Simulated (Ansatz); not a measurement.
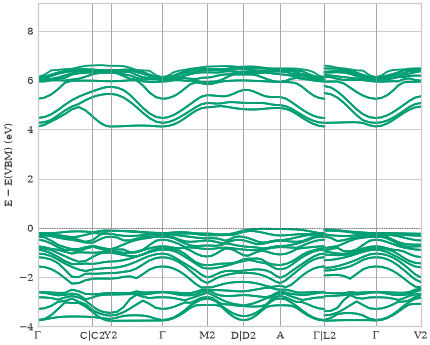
Band structure from plane-wave PAW r²SCAN with spin–orbit coupling (Ansatz code)

The gap is 4.11 eV; an edge lies off the plotted path or next to a special point (maximum off the standard path, minimum at Y2).

The material is Ba₂LaTaO₆ in space group C2/m (No. 12; Pearson symbol mS20).

The first step of the workflow began from a Materials Project structure, measured or hypothetical; the Crystallography Open Database copy checked does not list it. Whether it is the stable phase at ambient conditions was not checked. The cell was relaxed with r²SCAN under the symmetry of its start; its stability against distortions is not shown here. No spin polarisation was allowed.

Potentials: the later of the program's two PAW sets.
